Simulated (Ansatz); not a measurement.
## Electronic structure of ClH$_{2}$NSi$_{2}$ (SMILES [SiH2]=N[Si]Cl) in real space

```xyz
6

Cl   -1.5474    1.3007   -2.7008
N     0.2089    0.2909   -0.5151
Si    0.1592   -0.6021    0.8053
Si    0.4419    1.2570   -1.8773
H     0.4171   -2.0602    0.8086
H    -0.0939   -0.0438    2.1532
```

Geometry: B3LYP/6-31G*.

The calculation used Ansatz 0.2.0, isolated molecule in a Gaussian basis; Kohn-Sham density functional theory, functional PBE0.

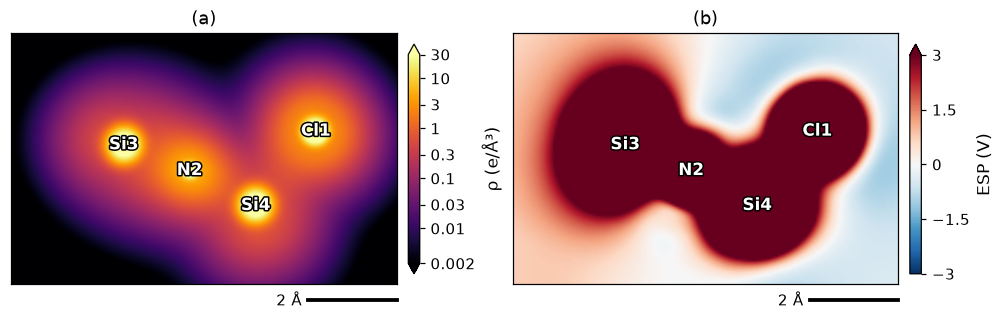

Figure 1. (a) total electron density; (b) electrostatic potential on the plane of atoms Cl1, Si4 and N2.

**Read the bonding off the picture.**

The section cuts through Cl, N and Si sites.
Si–N (1.59 Å): ρ is about 1.4 e/Å³ halfway.
Si–Cl (2.15 Å): the density is about 0.75 e/Å³ at the midpoint.
Si–N (1.69 Å): the density is about 1.1 e/Å³ at the midpoint.
Outside the dense part of the molecule the potential is most negative (−1.0 V) near Cl1.

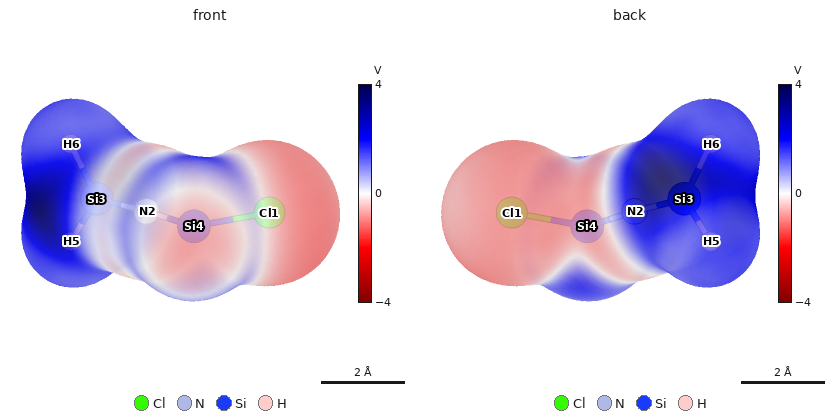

Figure 2. The electrostatic potential painted on the density surface at 0.004 e/bohr³, seen from the front and from behind; red is negative and blue positive.

**Describe the electrostatic potential map.**

The most negative region (about −1.0 V, or −23 kcal/mol for a unit charge) lies over Cl1, the most positive (about +3.8 V, or +88 kcal/mol for a unit charge) over Si3.

**What dipole moment does the calculation give?**

Its dipole moment is 5.03 D.

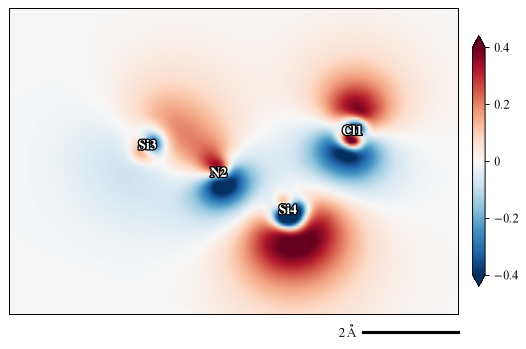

Figure 3. The HOMO on the plane of atoms Cl1, Si4 and N2 (values in Å⁻³ᐟ²; the overall sign is arbitrary).

**What is the character of this orbital?**

By Hirshfeld shares it lies mainly on Si4 (about 60 %), Cl1 (about 20 %), N2 (about 10 %) and Si3 (about 5 %). Its energy is −6.73 eV.
